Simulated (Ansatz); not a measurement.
# How fast states decay through RbNaH2S2

Aim: relax a made-up compound, RbNaH2S2, and see how good a tunnel barrier it would be. It is built by putting Na for part of the Rb in the RbHS structure of space group P2_1/m, with the volume rescaled by atomic radii. The parent structure comes from the Materials Project.

Method: LDA DFT, plane waves, PAW files, in the first sound run; inputs show where later runs differ, in Ansatz 0.2.0.

The structure was built from a prototype and need not be the compound's stable phase.

### 1. Starting point

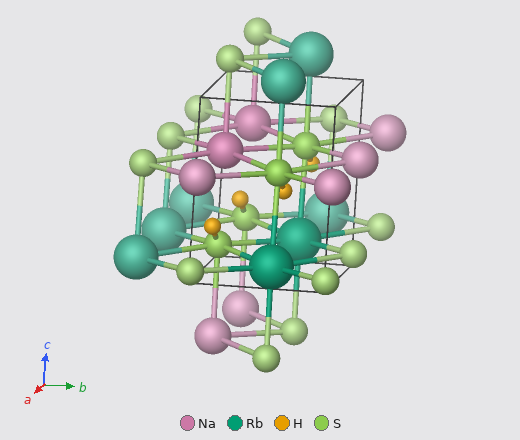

The cell as given, slightly off an axis (sodium pink, rubidium teal, hydrogen orange, sulfur green). 2×1×1 cells are drawn. Some periodic images of atoms are drawn too.

### 2. Relaxing the new crystal

The substituted atoms don't fit the parent's cell, so cell and atoms relax together. A small smearing keeps the run stable in case the gap closes on the way.

The input, input.yaml:

```yaml
crystal:
  lattice:
    - [4.3469425461, 0.0, 0.0]
    - [0.0, 4.8784966789, 0.0]
    - [-1.314235815, 0.0, 6.4087959338]
  atoms:
    - { symbol: Na, position: [0.23093021, 0.25, 0.76158267] }
    - { symbol: Rb, position: [0.76906979, 0.75, 0.23841733] }
    - { symbol: H, position: [0.52105746, 0.25, 0.394465] }
    - { symbol: H, position: [0.47894254, 0.75, 0.605535] }
    - { symbol: S, position: [0.26510864, 0.25, 0.25988824] }
    - { symbol: S, position: [0.73489136, 0.75, 0.74011176] }
kpoints:
  mp_grid: { grid: [6, 4, 4] }
scf:
  occupations: { method: gaussian, width: 0.03 }
hamiltonian:
  xc: lda
output:
  forces: true
  stress: true
relax:
  f_tol: 0.02
  max_steps: 60
  cell: {}
```

Command:

```
$ ansatz run input.yaml --threads 2 --pin off --max-ram 4096MiB --backend cpu --events-out ev --progress --plain --runs-dir out
```

Numbers of over 12 decimals in the logs are rounded to 6 here.

The log of the run:

```text
Engine: ansatz 0.2.0, aarch64-unknown-linux-gnu
Pseudopotentials: kind: paw
Pseudopotential: Na, paw, valence charge 9, recommended cutoff 420 eV (normal), Na.paw.azcp
Pseudopotential: Rb, paw, valence charge 9, recommended cutoff 420 eV (normal), Rb.paw.azcp
Pseudopotential: H, paw, valence charge 1, recommended cutoff 420 eV (normal), H.paw.azcp
Pseudopotential: S, paw, valence charge 6, recommended cutoff 420 eV (normal), S.paw.azcp
Functional definition: SPW92
  exchange = slater_x
  correlation = pw_c
Crystal: 6 atoms, lattice volume = 135.908 Å³
Basis set: ecut = 420 eV, 2671 PW (Γ)
Bands: 22, of which v1, the nominal top of the filled ones, is band 16 counted from 1 (15 counted from 0)
Symmetry: 2 space group operations
Space group: Pm (ITA 6), of the structure as read, at distance tolerance 5.1e-5 Å
k-points: 42 of 96 (time reversal used)
Non-local potential: Na, projectors of the file, l = 0: 3, l = 1: 2, l = 2: 1
Non-local potential: Rb, projectors of the file, l = 0: 3, l = 1: 2, l = 2: 2
Non-local potential: H, projectors of the file, l = 0: 2, l = 1: 1
Non-local potential: S, projectors of the file, l = 0: 2, l = 1: 2, l = 2: 2
PAW form: soft (Blöchl's): semilocal exchange-correlation on the pseudo side does not see the compensation charge
PAW frozen core: Na, regenerated for the run's functional, and the local potential with it (the file was generated under x = pbe(κ = 0.804, μ = 0.219515), c = pbe(β = 0.066725))
PAW frozen core: Rb, regenerated for the run's functional, and the local potential with it (the file was generated under x = pbe(κ = 0.804, μ = 0.219515), c = pbe(β = 0.066725))
PAW frozen core: S, regenerated for the run's functional, and the local potential with it (the file was generated under x = pbe(κ = 0.804, μ = 0.219515), c = pbe(β = 0.066725))
PAW one-centre angular grid: Na, 110 points (default); XC on 64 Gauss nodes
PAW one-centre angular grid: Rb, 110 points (default); XC on 64 Gauss nodes
PAW one-centre angular grid: H, 110 points (default); XC on 64 Gauss nodes
PAW one-centre angular grid: S, 110 points (default); XC on 64 Gauss nodes
Initial density: superposition of atomic densities (neutral atoms: chi_scale 0, normalization atom), corrected by the library's trained network
Initial wavefunctions: pseudopotential atomic-orbital guess
Functional: x = slater, c = lda
SCF iter   1: F=—  HF=-6411.462708 eV  |F-HF|=—  |Δ(HF+E_count)|=         —  Δρ=6.68e-3  dr2=5.39e-2  ethr=1.77e-3  ⟨swp⟩=7.0  Hψ=5276  notcnv=0
preconditioner: auto → Resta (q_TF=auto, 2.144 Å⁻¹)  ε∞=2.7  [insulator: Δε(μ)=2.332 eV  Ē_g=11.295 eV  σ=0.030 eV  W_gap=1.00  n_scr=24 (ndim 8)  ℏωp=14.9 eV  f_vac=0.036  D(μ)=0.00/eV (n_scr^D=0)  ε∞_Penn≈2.7]
SCF iter   2: F=—  HF=-6411.446441 eV  |F-HF|=—  |Δ(HF+E_count)|=   1.63e-2  Δρ=2.99e-3  dr2=1.06e-2  ethr=1.69e-4  ⟨swp⟩=2.1  Hψ=1475  notcnv=0  defer=46
SCF iter   3: F=—  HF=-6411.443382 eV  |F-HF|=—  |Δ(HF+E_count)|=   3.06e-3  Δρ=5.55e-4  dr2=4.06e-4  ethr=3.32e-5  ⟨swp⟩=2.2  Hψ=1244  notcnv=0  defer=63
SCF iter   4: F=—  HF=-6411.443354 eV  |F-HF|=—  |Δ(HF+E_count)|=   2.82e-5  Δρ=1.12e-4  dr2=2.68e-5  ethr=1.27e-6  ⟨swp⟩=2.5  Hψ=1178  notcnv=0  defer=63
SCF iter   5: F=—  HF=-6411.443354 eV  |F-HF|=—  |Δ(HF+E_count)|=   1.01e-7  Δρ=3.87e-5  dr2=1.80e-6  ethr=8.37e-8  ⟨swp⟩=2.0  Hψ=1151  notcnv=0  defer=63
SCF iter   6: F=-6411.443354 eV  HF=-6411.443354 eV  |F-HF|=8.53e-9  |Δ(HF+E_count)|=   6.71e-7  Δρ=5.84e-6  dr2=6.17e-8  ethr=3.13e-10  ⟨swp⟩=3.7  Hψ=3908  notcnv=0
SCF 1 converged in 6 iterations: F = -6411.443354 eV  dr2 = 6.17e-8
  greatest PAW one-centre occupation: 0.999 electrons in one spin orbital (limit 2), on the Na atom at site 0 (counted from 0), in its partial waves of l = 0
relax step   1: F+E_penalty+E_count = -6411.44335421 eV  Δ(F+E_penalty+E_count) = +0.000e0 eV  max|allowed force component| = 1.992e0 eV/Å  Δτ_max = 0.0000 Å  P = +0.852 GPa  Ω = 135.908 Å³  (6 SCF iters, dr2 threshold 1.00e-7 eV, accepted)
Crystal: 6 atoms, lattice volume = 126.179 Å³
Basis set: ecut = 420 eV, 2449 PW (Γ)
Initial density: handed on by an earlier stage of this run
Initial wavefunctions: those handed on with the density
iter 1 solved again at ethr=1.82e-4 eV; its pass at ethr=3.10e-3 eV (dr2=5.82e-2 eV) is discarded
SCF iter   1: F=—  HF=-6411.726927 eV  |F-HF|=—  |Δ(HF+E_count)|=         —  Δρ=7.84e-3  dr2=6.03e-2  ethr=1.82e-4  ⟨swp⟩=1.7  Hψ=5746  notcnv=0
preconditioner: auto → Resta (q_TF=auto, 2.171 Å⁻¹)  ε∞=2.9  [insulator: Δε(μ)=2.535 eV  Ē_g=11.353 eV  σ=0.030 eV  W_gap=1.00  n_scr=24 (ndim 8)  ℏωp=15.5 eV  f_vac=0.011  D(μ)=0.00/eV (n_scr^D=0)  ε∞_Penn≈2.9]
SCF iter   2: F=—  HF=-6411.713275 eV  |F-HF|=—  |Δ(HF+E_count)|=   1.37e-2  Δρ=3.79e-3  dr2=1.15e-2  ethr=1.82e-4  ⟨swp⟩=2.6  Hψ=1511  notcnv=0
SCF iter   3: F=—  HF=-6411.710901 eV  |F-HF|=—  |Δ(HF+E_count)|=   2.37e-3  Δρ=6.84e-4  dr2=6.70e-4  ethr=3.59e-5  ⟨swp⟩=2.9  Hψ=1577  notcnv=0
SCF iter   4: F=—  HF=-6411.710799 eV  |F-HF|=—  |Δ(HF+E_count)|=   1.02e-4  Δρ=1.43e-4  dr2=4.72e-5  ethr=2.09e-6  ⟨swp⟩=2.7  Hψ=1530  notcnv=0
SCF iter   5: F=—  HF=-6411.710792 eV  |F-HF|=—  |Δ(HF+E_count)|=   6.57e-6  Δρ=5.14e-5  dr2=7.01e-6  ethr=1.48e-7  ⟨swp⟩=2.0  Hψ=1214  notcnv=0
SCF iter   6: F=-6411.710790 eV  HF=-6411.710790 eV  |F-HF|=2.72e-9  |Δ(HF+E_count)|=   1.65e-6  Δρ=9.95e-6  dr2=1.45e-7  ethr=1.87e-9  ⟨swp⟩=3.4  Hψ=3883  notcnv=0
SCF 2 converged in 6 iterations: F = -6411.710790 eV  dr2 = 1.45e-7
relax step   2: F+E_penalty+E_count = -6411.71079034 eV  Δ(F+E_penalty+E_count) = -2.674e-1 eV  max|allowed force component| = 7.467e-1 eV/Å  Δτ_max = 0.1182 Å  P = +0.406 GPa  Ω = 126.179 Å³  energy of the carried Pulay correction = +2.236e-3 eV  (6 SCF iters, dr2 threshold 6.00e-7 eV, accepted)
Crystal: 6 atoms, lattice volume = 118.670 Å³
Basis set: ecut = 420 eV, 2319 PW (Γ)
iter 1 solved again at ethr=3.13e-4 eV; its pass at ethr=3.10e-3 eV (dr2=1.00e-1 eV) is discarded
SCF iter   1: F=—  HF=-6411.714738 eV  |F-HF|=—  |Δ(HF+E_count)|=         —  Δρ=1.16e-2  dr2=1.04e-1  ethr=3.13e-4  ⟨swp⟩=1.1  Hψ=5859  notcnv=0
preconditioner: auto → Resta (q_TF=auto, 2.193 Å⁻¹)  ε∞=3.0  [insulator: Δε(μ)=2.644 eV  Ē_g=11.349 eV  σ=0.030 eV  W_gap=1.00  n_scr=24 (ndim 8)  ℏωp=16.0 eV  f_vac=0.011  D(μ)=0.00/eV (n_scr^D=0)  ε∞_Penn≈3.0]
SCF iter   2: F=—  HF=-6411.691480 eV  |F-HF|=—  |Δ(HF+E_count)|=   2.33e-2  Δρ=5.65e-3  dr2=2.52e-2  ethr=3.13e-4  ⟨swp⟩=2.7  Hψ=1513  notcnv=0
SCF iter   3: F=—  HF=-6411.684709 eV  |F-HF|=—  |Δ(HF+E_count)|=   6.77e-3  Δρ=7.92e-4  dr2=1.29e-3  ethr=7.86e-5  ⟨swp⟩=3.2  Hψ=1622  notcnv=0
[...]
relax step  10: F+E_penalty+E_count = -6411.80726206 eV  Δ(F+E_penalty+E_count) = -3.728e-4 eV  max|allowed force component| = 2.894e-2 eV/Å  Δτ_max = 0.0115 Å  P = -0.002 GPa  Ω = 124.173 Å³  energy of the carried Pulay correction = +2.718e-3 eV  (5 SCF iters, dr2 threshold 5.79e-8 eV, accepted)
relax step  11: F+E_penalty+E_count = -6411.81419499 eV  Δ(F+E_penalty+E_count) = -6.933e-3 eV  max|allowed force component| = 3.615e-1 eV/Å  Δτ_max = 0.1906 Å  P = -0.548 GPa  Ω = 124.325 Å³  energy of the carried Pulay correction = +2.681e-3 eV  (7 SCF iters, dr2 threshold 5.23e-8 eV, accepted)
relax step  12: F+E_penalty+E_count = -6411.80179734 eV  Δ(F+E_penalty+E_count) = +1.240e-2 eV  max|allowed force component| = 3.868e-1 eV/Å  Δτ_max = 0.1918 Å  P = +0.075 GPa  Ω = 120.775 Å³  energy of the carried Pulay correction = +3.551e-3 eV  (6 SCF iters, dr2 threshold 6.00e-7 eV, rejected (line search))
relax step  13: F+E_penalty+E_count = -6411.82825921 eV  Δ(F+E_penalty+E_count) = -1.406e-2 eV  max|allowed force component| = 3.200e-1 eV/Å  Δτ_max = 0.0974 Å  P = -0.397 GPa  Ω = 122.391 Å³  energy of the carried Pulay correction = +3.152e-3 eV  (9 SCF iters, accepted)
relax step  14: F+E_penalty+E_count = -6411.84548785 eV  Δ(F+E_penalty+E_count) = -1.723e-2 eV  max|allowed force component| = 1.654e-1 eV/Å  Δτ_max = 0.0870 Å  P = +0.113 GPa  Ω = 119.574 Å³  energy of the carried Pulay correction = +3.851e-3 eV  (6 SCF iters, dr2 threshold 6.00e-7 eV, accepted)
relax step  15: F+E_penalty+E_count = -6411.83646269 eV  Δ(F+E_penalty+E_count) = +9.025e-3 eV  max|allowed force component| = 6.282e-1 eV/Å  Δτ_max = 0.1381 Å  P = -0.259 GPa  Ω = 117.185 Å³  energy of the carried Pulay correction = +4.456e-3 eV  (6 SCF iters, dr2 threshold 6.00e-7 eV, rejected (line search))
relax step  16: F+E_penalty+E_count = -6411.85052186 eV  Δ(F+E_penalty+E_count) = -5.034e-3 eV  max|allowed force component| = 1.269e-1 eV/Å  Δτ_max = 0.0715 Å  P = -0.088 GPa  Ω = 119.075 Å³  energy of the carried Pulay correction = +3.977e-3 eV  (9 SCF iters, accepted)
relax step  17: F+E_penalty+E_count = -6411.85780284 eV  Δ(F+E_penalty+E_count) = -7.281e-3 eV  max|allowed force component| = 9.627e-3 eV/Å  Δτ_max = 0.0682 Å  P = +0.062 GPa  Ω = 118.238 Å³  energy of the carried Pulay correction = +4.188e-3 eV  (5 SCF iters, dr2 threshold 6.00e-7 eV, accepted)
relax step  18: F+E_penalty+E_count = -6411.84859076 eV  Δ(F+E_penalty+E_count) = +9.212e-3 eV  max|allowed force component| = 2.314e-1 eV/Å  Δτ_max = 0.1097 Å  P = +0.354 GPa  Ω = 116.654 Å³  energy of the carried Pulay correction = +4.592e-3 eV  (7 SCF iters, dr2 threshold 4.47e-8 eV, rejected (line search))
relax step  19: F+E_penalty+E_count = -6411.85834208 eV  Δ(F+E_penalty+E_count) = -5.392e-4 eV  max|allowed force component| = 1.001e-2 eV/Å  Δτ_max = 0.0488 Å  P = -0.008 GPa  Ω = 118.558 Å³  energy of the carried Pulay correction = +4.107e-3 eV  (9 SCF iters, accepted)
relax step  20: F+E_penalty+E_count = -6411.85847999 eV  Δ(F+E_penalty+E_count) = -1.379e-4 eV  max|allowed force component| = 8.658e-3 eV/Å  Δτ_max = 0.0144 Å  P = -0.011 GPa  Ω = 118.595 Å³  energy of the carried Pulay correction = +4.098e-3 eV  (6 SCF iters, dr2 threshold 8.34e-9 eV, accepted)
Initial wavefunctions: pseudopotential atomic-orbital guess (no wavefunctions were taken with the density)
iter 1 solved again at ethr=1.85e-7 eV; its pass at ethr=3.10e-3 eV (dr2=5.92e-5 eV) is discarded
SCF iter   1: F=—  HF=-6411.858661 eV  |F-HF|=—  |Δ(HF+E_count)|=         —  Δρ=3.07e-4  dr2=6.87e-6  ethr=1.85e-7  ⟨swp⟩=3.9  Hψ=7895  notcnv=0
preconditioner: auto → Resta (q_TF=auto, 2.193 Å⁻¹)  ε∞=3.0  [insulator: Δε(μ)=2.576 eV  Ē_g=11.445 eV  σ=0.030 eV  W_gap=1.00  n_scr=22 (ndim 8)  ℏωp=16.0 eV  f_vac=0.038  D(μ)=0.00/eV (n_scr^D=0)  ε∞_Penn≈3.0]
SCF iter   2: F=—  HF=-6411.858716 eV  |F-HF|=—  |Δ(HF+E_count)|=   5.57e-5  Δρ=1.56e-4  dr2=1.78e-6  ethr=2.15e-8  ⟨swp⟩=1.0  Hψ=955  notcnv=0
SCF iter   3: F=—  HF=-6411.858738 eV  |F-HF|=—  |Δ(HF+E_count)|=   2.17e-5  Δρ=8.87e-6  dr2=2.12e-8  ethr=5.57e-9  ⟨swp⟩=1.0  Hψ=925  notcnv=0
SCF iter   4: F=—  HF=-6411.858738 eV  |F-HF|=—  |Δ(HF+E_count)|=  3.98e-10  Δρ=1.26e-6  dr2=2.96e-10  ethr=6.62e-11  ⟨swp⟩=2.0  Hψ=1576  notcnv=0
SCF iter   5: F=-6411.858738 eV  HF=-6411.858738 eV  |F-HF|=1.09e-11  |Δ(HF+E_count)|=   1.35e-9  Δρ=1.95e-7  dr2=3.83e-11  ethr=1.00e-12  ⟨swp⟩=5.2  Hψ=3498  notcnv=0
SCF 21 converged in 5 iterations: F = -6411.858738 eV  dr2 = 3.83e-11
relax step  21: F+E_penalty+E_count = -6411.85873811 eV  Δ(F+E_penalty+E_count) = -2.581e-4 eV  max|allowed force component| = 8.188e-3 eV/Å  Δτ_max = 0.0000 Å  P = -0.004 GPa  Ω = 118.595 Å³  stress off target by 4.28e-2 GPa  SCF on the basis re-selected at this cell (its energy is not comparable with the rows above)  (5 SCF iters)
basis re-selected at this cell: Δ(F+E_penalty+E_count) = -2.581e-4 eV, ΔP = +0.006 GPa vs the last step (what re-selecting the basis moved, of the pressure what is left beyond the Pulay correction that the steps carried, after the strain that the cell walked since its last selection, with what the two solves' SCF thresholds leave and, on support functions, any second-order correction that the steps lacked; it is no measure of the basis error at this ecutwfc). The dense FFT grid was sized anew with the basis: this SCF ran on 27×40×45 points, the steps before it on 30×36×45, so part of this shift can come from that change (see relax.cell in the input reference). [rest of the remark cut]
SCF converged after 5 iterations
Free energy (F): -6411.858738 eV
Harris-Foulkes:  -6411.858738 eV  (|F-HF|=1.09e-11)
Internal energy: -6411.858738 eV  (E = F + TS)
E sigma→0 (E₀):  -6411.858738 eV
Fermi energy:    3.914334 eV
--- Per-component energies (eV) ---
  E_band       = -328.178417
  E_kinetic    = 556.087325
  E_local      = -2192.997441  (includes V_loc(G=0)·N_el)
  E_nonlocal   = 356.048563
  E_hartree    = 715.345039
  E_xc         = -378.165174
  E_vxc        = -385.557417  (∫ρ·V_xc dr)
  E_paw        = -3906.896815  (= ΣΔE_a)
  E_vpaw       = -92.447494  (= ΣTr[D̂ρ^β])
  E_aug_tail   = -0.002209  (compensation charges beyond the density's cutoff)
  E_ewald      = -1561.996569
  E_core_change = 0.718544  (= ΣΔE_core)
  E_smearing   = -0.000000  (= −TS)
  E_closure    = -0.000000  (closes the sum)
  Σ components = -6411.858738   (vs F -6411.858738, Δ=0.00e0)
--- Forces (eV/Å), atoms counted from 1 ---
  atom   1  Na    -0.00074996     0.00000000    -0.00013900
  atom   2  Rb    -0.00200783    -0.00000000    -0.00225178
  atom   3  H     -0.00714825     0.00000000    -0.00046715
  atom   4  H      0.00389519    -0.00000000     0.00288822
  atom   5  S      0.00818936     0.00000000    -0.00101564
  atom   6  S     -0.00217240    -0.00000000     0.00099022
  max |Σ_I F_I| component: 6.11e-6 eV/Å
--- Stress (GPa, compression-positive) ---
       -0.039774       0.000000      -0.009677
        0.000000       0.038720       0.000000
       -0.009677       0.000000      -0.011623
  P = ⅓ Tr σ = -0.0042 GPa (-0.042 kbar)
--- Relaxed structure (20 steps of the walk, 16 accepted, 1 SCFs on fresh bases) ---
  F+E_penalty+E_count = -6411.85873811 eV   max|allowed force component| = 8.188e-3 eV/Å   (the final SCF, on the basis selected at the relaxed cell)
  cell:  # Å, volume = 118.5947 Å³
    - [3.754781, 0.0, -0.154832]
    - [0.0, 5.386755, 0.0]
    - [-1.363477, 0.0, 5.919679]
  atoms:
    - { symbol: Na, position: [0.093524, 0.25, 0.739724] }
    - { symbol: Rb, position: [0.654740, 0.75, 0.203671] }
    - { symbol: H, position: [0.575596, 0.25, 0.351723] }
    - { symbol: H, position: [0.549872, 0.75, 0.675979] }
    - { symbol: S, position: [0.198823, 0.25, 0.281003] }
    - { symbol: S, position: [0.927446, 0.75, 0.747899] }
```

It took 1.9 min on 2 threads of Arm Neoverse V1, shared host; peak memory 0.4 GiB; 3.8 min of CPU time.

The steps of the relaxation:

```
step  energy less that of the first step (eV)  largest force component (eV/Å)  pressure (GPa)  volume (Å³)
   1                                   0.0000                          1.9920            0.85       135.91
   2                                  -0.2674                          0.7467            0.41       126.18
   3                                  -0.2410                          0.7461           -0.03       118.67
   4                                  -0.3109                          0.2897            0.20       122.85
   5                                  -0.3194                          0.1810            0.14       122.28
   6                                  -0.3381                          0.2805           -0.07       121.10
   7                                  -0.3477                          0.4063           -0.08       121.35
   8                                  -0.3622                          0.0477           -0.14       124.49
   9                                  -0.3635                          0.0304            0.02       124.10
  10                                  -0.3639                          0.0289            0.00       124.17
  11                                  -0.3708                          0.3615           -0.55       124.33
  12                                  -0.3584                          0.3868            0.07       120.77
  13                                  -0.3849                          0.3200           -0.40       122.39
  14                                  -0.4021                          0.1654            0.11       119.57
  15                                  -0.3931                          0.6282           -0.26       117.19
  16                                  -0.4072                          0.1269           -0.09       119.08
  17                                  -0.4144                          0.0096            0.06       118.24
  18                                  -0.4052                          0.2314            0.35       116.65
  19                                  -0.4150                          0.0100           -0.01       118.56
  20                                  -0.4151                          0.0087           -0.01       118.59
 21*                                  -0.4154                          0.0082            0.00       118.59
```

Relaxation steps marked * repeat the geometry before them on a plane-wave basis chosen anew for their cell, so energy and pressure can jump there. Relaxation steps 3, 12, 15, 18 were tried and not accepted.

The run keeps the 2 symmetry operations that it works with, so distortions that break them were not tested.

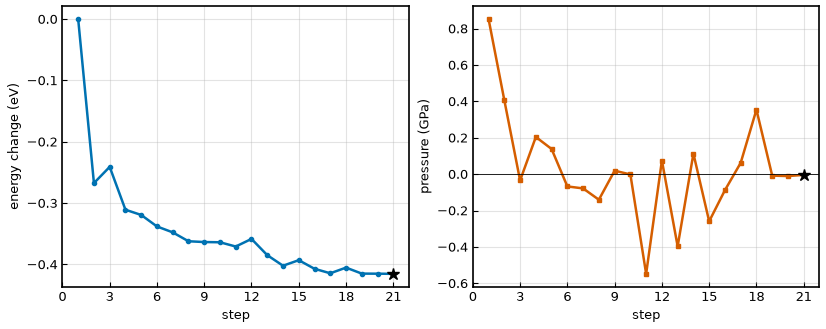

Energy and pressure along the relaxation. Stars mark steps on a basis chosen anew.

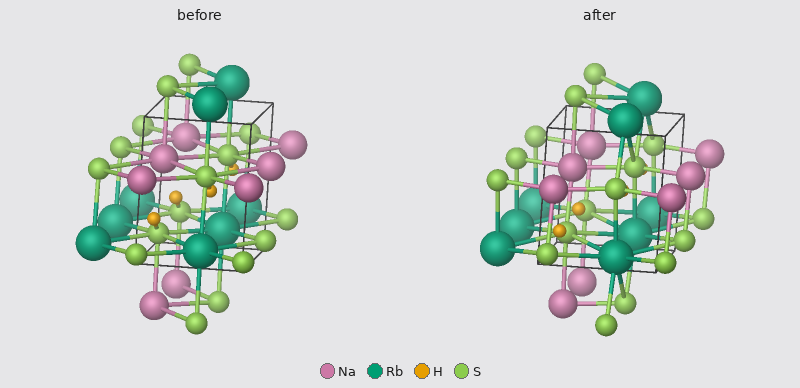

The structure before and after the relaxation, drawn at the same scale.

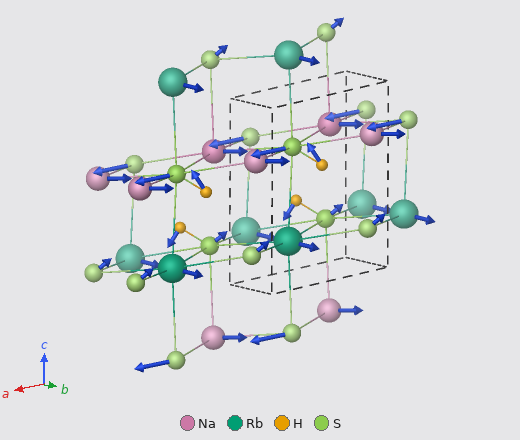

Displacements in the relaxation, exaggerated, measured against the changing cell; the longest in the cell stands for 0.71 Å. 2×1×1 cells are drawn. Some periodic images of atoms are drawn too.

```
     cell as run  before   after   change
           a (Å)   4.347   3.758  -13.5 %
           b (Å)   4.878   5.387  +10.4 %
           c (Å)   6.542   6.075   -7.1 %
           β (°)  101.59  105.33   +3.7 %
volume (Å³/atom)   22.65   19.77  -12.7 %
```

The atoms that moved most (Å, as changes of fractional coordinates times the final cell):

```
atom      dx     dy      dz  length
  S6   0.712  0.000   0.016   0.713
 Na1  -0.486  0.000  -0.108   0.498
  H4   0.170  0.000   0.406   0.440
 Rb2  -0.382  0.000  -0.188   0.426
  H3   0.263  0.000  -0.261   0.371
  S5  -0.278  0.000   0.135   0.309
```

The relaxed structure:

```xyz
6
Lattice="3.7548 0.0000 -0.1548 0.0000 5.3868 0.0000 -1.3635 0.0000 5.9197" Properties=species:S:1:pos:R:3 pbc="T T T"
Na   -0.6574    1.3467    4.3645
Rb    2.1807    4.0401    1.1043
H     1.6817    1.3467    1.9930
H     1.1430    4.0401    3.9164
S     0.3634    1.3467    1.6327
S     2.4626    4.0401    4.2837
```

This step gave:

```yaml
free_energy: -6411.8587 eV
fermi_energy: 3.914 eV
pressure: -0.004226 GPa
```

The largest force component on a free atom ends at 0.0082 eV/Å.

(Continued in part 2 of 3.)

[Logs are printed without paths, hosts, clocks, repeated set-up lines and the standing remarks that a program may print on its own settings, such as how far it seeks lower states.]

[Hosts, paths, dates, database ids (printed as entryN), source tags and the programs' standing remarks are cut or masked in the printed files.]
